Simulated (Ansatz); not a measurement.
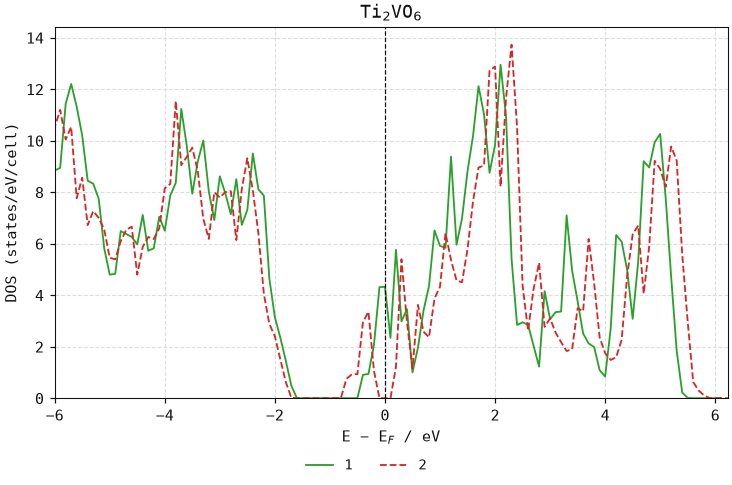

Total densities of states of Ti$_{2}$VO$_{6}$, space group C2/m (No. 12), 9 atoms in the cell, by two methods on the same cell. Each is counted from its own Fermi level.

### Which curve is which? The methods: PBE, r2SCAN.

1 is PBE; 2 is r2SCAN. PBE gives a half-metal with about 3.8 states per eV and cell at the Fermi level and r2SCAN gives a gap of 0.33 eV.

Settings. PBE: DFT PBE, scalar-relativistic, plane waves, PAW, spin-polarised, 14×14×8 k mesh, 420 eV cutoff (Ansatz). r2SCAN: DFT r2SCAN, scalar-relativistic, plane waves, PAW, spin-polarised, 14×14×8 k mesh, 500 eV cutoff (Ansatz).

The structure is an invented one, so it need not be a known or stable phase.
